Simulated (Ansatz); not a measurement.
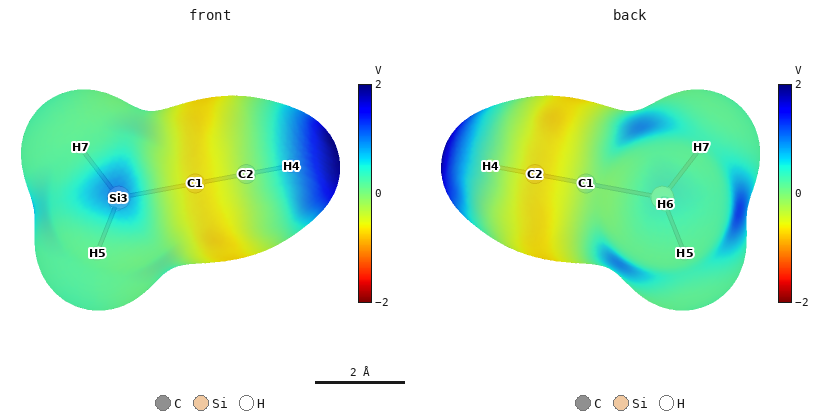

The picture shows: C2H4Si. The molecular electrostatic potential painted on the density surface at 0.002 e/bohr³, seen from the front and from behind; the colour scale runs from red (negative) to blue (positive).

Geometry: BLYP-D3(BJ)/def2-SVP.

Computed with Ansatz, isolated molecule in a Gaussian basis; Kohn-Sham density functional theory, functional PBE0.

```csv
atom,x (Å),y (Å),z (Å)
C,-0.2832,-0.0718,-0.7649
C,-0.7574,0.3416,0.2892
Si,0.4282,-0.6914,-2.3458
H,-1.1749,0.7054,1.2172
H,0.5879,0.4468,-3.3072
H,-0.4859,-1.7181,-2.9421
H,1.7673,-1.3120,-2.0871
```

Q: Which sites attract a positive test charge, and which a negative one?

A: A positive charge is drawn to the negative regions and a negative charge to the positive ones. The most negative region (about −0.7 V) lies over C1 and C2, the most positive (about +1.9 V) over H4.
